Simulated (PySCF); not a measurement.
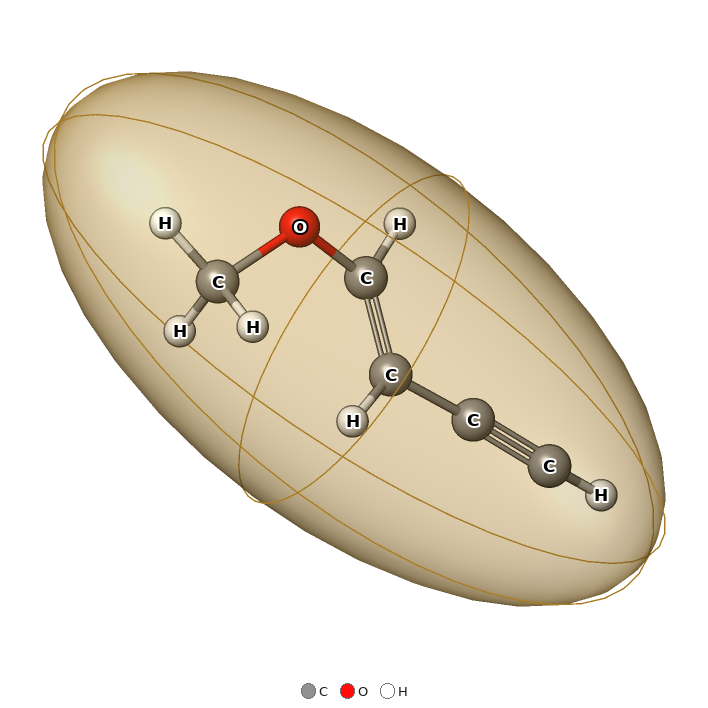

The ellipsoid shows the static dipole polarisability: its half-axes are proportional to the principal values. Geometry: a frame of a GFN2-xTB molecular-dynamics simulation, not a minimum. Computed with PBE0/def2-SVPD (PySCF 2.14.0).

### Give the principal values, the mean and the anisotropy.

Principal values 44.3, 53.4, 103.2 bohr³; mean 67.0 bohr³ (9.92 Å³); anisotropy 54.9 bohr³, so the longest axis is 2.33 times the shortest.
